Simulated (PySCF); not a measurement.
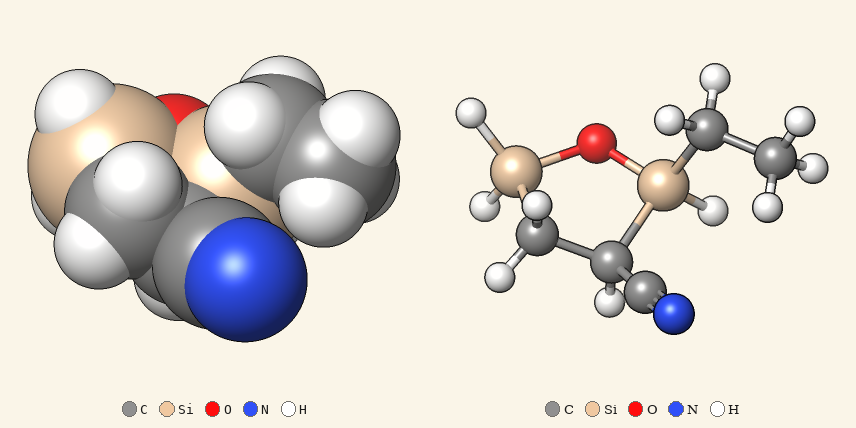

The same structure drawn twice, from different directions.

The computed structure is the end point of a PBE0-D3(BJ)/def2-SVP optimisation. No frequency run is at hand to confirm it as a minimum.

Count the atoms of each element.

C₅H₁₁NOSi₂, 20 atoms: 5 carbon, 11 hydrogen, 1 nitrogen, 1 oxygen and 2 silicon.

What is the point group of this geometry?

C1.

Describe its rings.

Independent rings (smallest set): 1 of 5 members.

More results for the same structure follow; atom numbers are the same in all pictures, views and colours differ.

## Shape

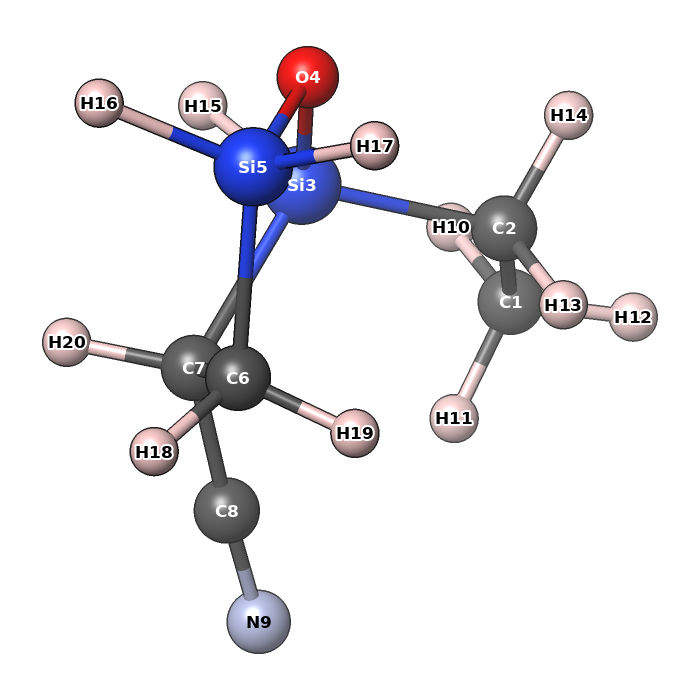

C7 lies behind C6. The molecule seen a little off the C6–C7 bond, C6 in front. Depth is shown by fading: the farther an atom, the more it takes the colour of the background. No frequency run is at hand to confirm it as a minimum.

What is the torsion angle Si5–C6–C7–Si3? The sign is positive where the front bond must turn clockwise to cover the back bond.

36°, synclinal (gauche).

## Polarisability

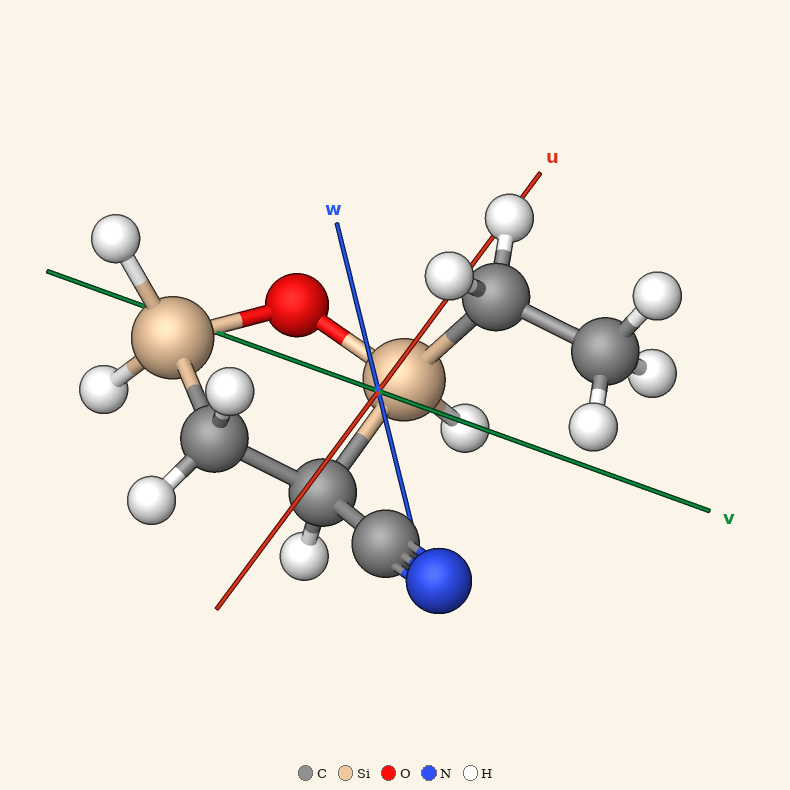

The lines u, v and w are the principal axes of the static dipole polarisability. No frequency run is at hand to confirm it as a minimum. Computed with CAM-B3LYP/def2-SVPD (PySCF 2.14.0).

Along which axis is the molecule most polarisable, and along which least?

Most along v, least along w.

Give the three principal values.

u 106.2, v 130.5, w 94.9 bohr³; mean 110.5, anisotropy 31.6 bohr³.

## NMR shielding

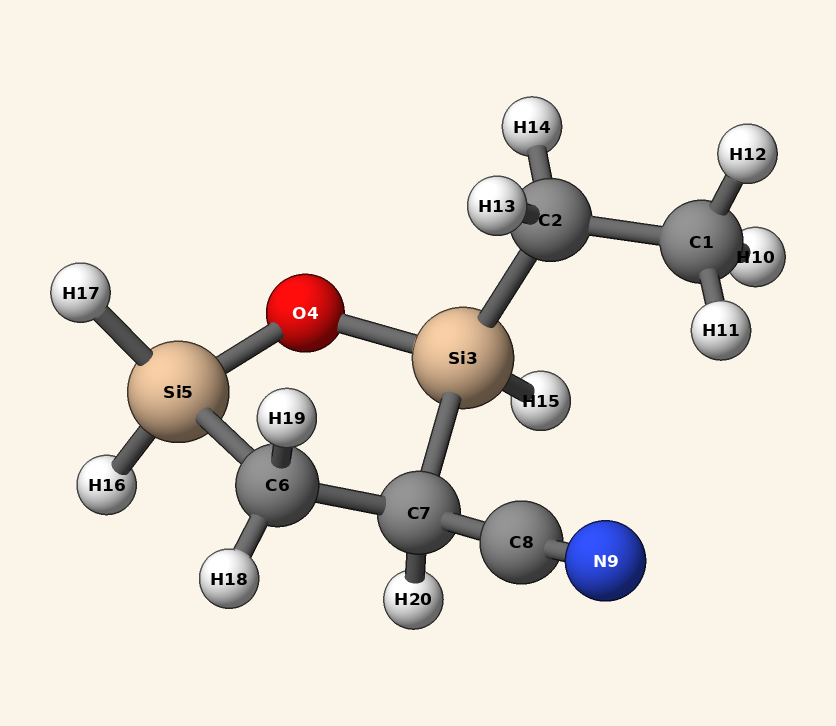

No frequency run is at hand to confirm it as a minimum. Properties computed with GIAO PBE0/pcSseg-1 NMR shielding, non-relativistic, IEF-PCM tetrahydrofuran (PySCF 2.14.0). Principal shieldings σ11 ≤ σ22 ≤ σ33, span Ω = σ33 − σ11, skew κ = 3(σiso − σ22)/Ω.

Give the shielding tensors of the N atoms.

```csv
atom,σ11,σ22,σ33,σiso,Ω,κ
N9,−178.8,−167.9,296.6,−16.7,475.4,0.95
```

Shieldings and span in ppm.

## Core levels

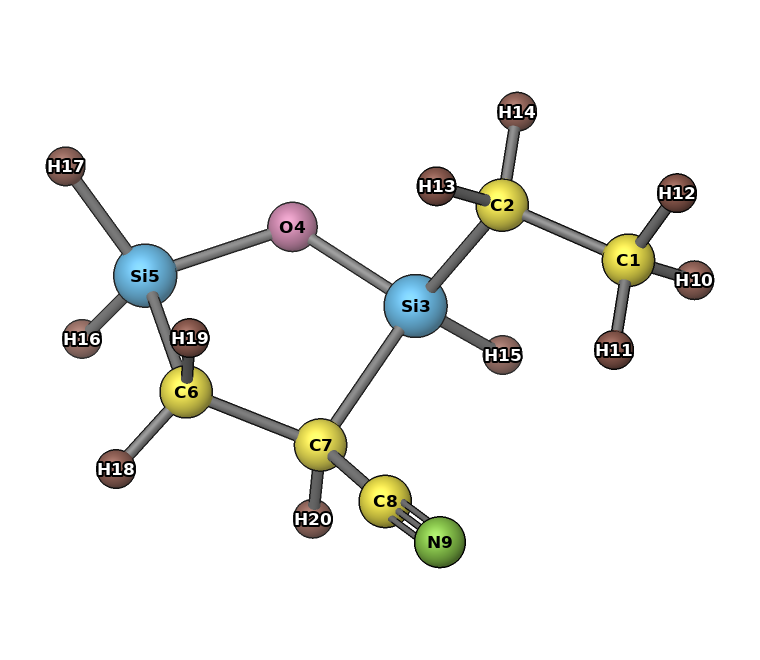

No frequency run is at hand to confirm it as a minimum. Properties computed with delta-SCF UKS SCAN, pcX-2 on the ionised atom, pcseg-1 elsewhere, spin-free X2C (PySCF 2.14.0).

Give the core-electron binding energies (to vacuum; p and d levels without spin–orbit splitting) of C1 1s, C2 1s, Si3 1s, Si3 2p, O4 1s, Si5 1s, Si5 2p, C6 1s, C7 1s, C8 1s, N9 1s.

| atom | level | binding energy (eV) |
| --- | --- | --- |
| C1 | 1s | 290.7 |
| C2 | 1s | 290.4 |
| Si3 | 1s | 1847.2 |
| Si3 | 2p | 107.5 |
| O4 | 1s | 537.8 |
| Si5 | 1s | 1847.4 |
| Si5 | 2p | 107.8 |
| C6 | 1s | 290.8 |
| C7 | 1s | 291.6 |
| C8 | 1s | 292.0 |
| N9 | 1s | 404.5 |
